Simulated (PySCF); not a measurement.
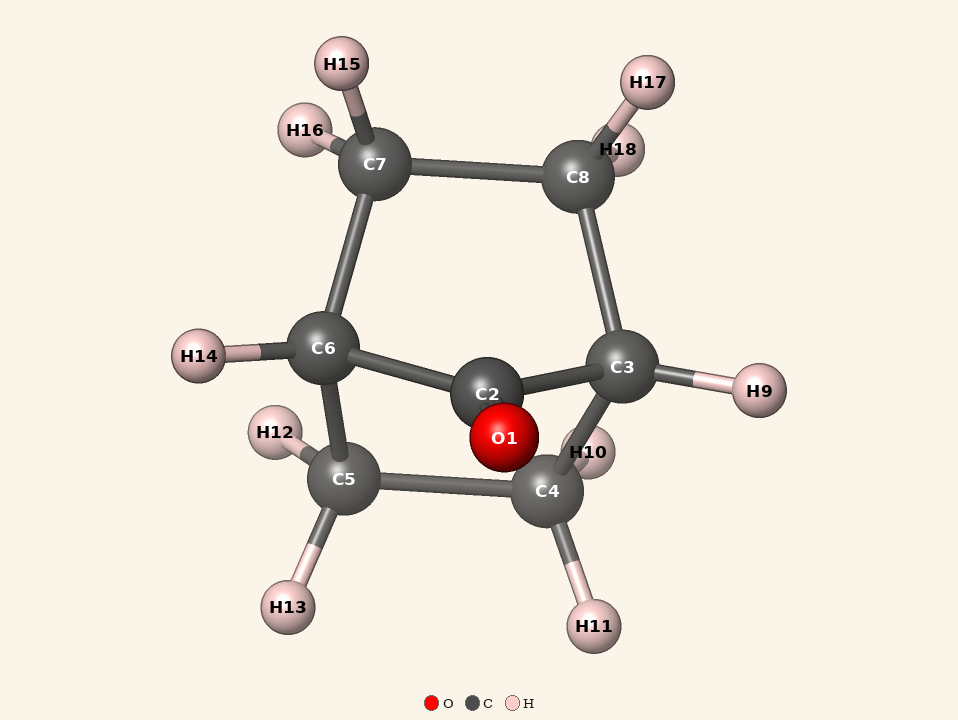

Distant atoms are faded towards the background colour. The computed structure is the end point of a PBE0-D3(BJ)/def2-SVP optimisation. No frequency run is at hand to confirm it as a minimum.

Question: How is the 5-membered ring C2–C3–C4–C5–C6 puckered?

Answer: It is an envelope, with C2 as the flap. The Cremer–Pople amplitude Q is 0.58 Å.

Question: Give the torsion angles round the ring, beginning with the bond from its second to its third atom.

Answer: 34°, 0°, −34°, 55°, −55°.
